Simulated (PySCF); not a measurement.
# C7H13B: the cost of one run

Programs: PySCF 2.14.0, with routines of our own; each step states its level. All values are computed. Atoms count from 0.

## 1. The system as given

21 atoms, charge 0, multiplicity 1; geometry from: GFN2-xTB.

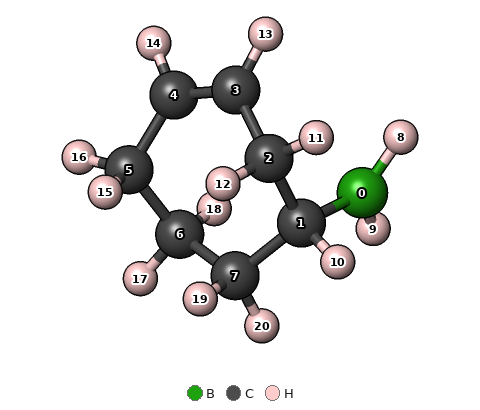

The starting geometry (boron green, carbon dark grey, hydrogen pink).

## 2. Magnetic properties: GIAO PBE/pcSseg-1

Job settings and geometry (Å):

```
{"job": {"kind": "mag", "xc": "PBE", "basis": "pcSseg-1", "isotopologues": 2}, "charge": 0, "multiplicity": 1}
B     -2.055526     0.025240     0.853436
C     -1.255400    -0.114103    -0.495223
C     -0.531581     1.171894    -0.943640
C      0.346901     1.729349     0.135338
C      1.402760     1.099443     0.624776
C      1.858583    -0.252824     0.164609
C      0.813050    -1.347014     0.410403
C     -0.337224    -1.341918    -0.594518
H     -2.478550     1.065071     1.178460
H     -2.302231    -0.921736     1.494138
H     -2.055884    -0.285688    -1.236126
H     -1.273551     1.920333    -1.225212
H      0.074906     0.950970    -1.828530
H      0.074500     2.699134     0.528117
H      1.982356     1.560172     1.413105
H      2.088066    -0.219758    -0.905385
H      2.777434    -0.519046     0.690381
H      1.312673    -2.318008     0.348852
H      0.410903    -1.238089     1.419931
H      0.079479    -1.408467    -1.604704
H     -0.940585    -2.238013    -0.428681
```

Method: GIAO PBE/pcSseg-1 magnetisability, rotational g tensor and spin-rotation constants, non-relativistic, gas phase.

Started as:

```bash
$ OMP_NUM_THREADS=1 python excited_run.py task.json out
```

This one command runs all jobs of the session in turn.

**Question.** How long does this first job take on 1 thread of Arm Neoverse V1, shared host, and how much memory does it need?

About 57 s, with a peak of 0.72 GiB.
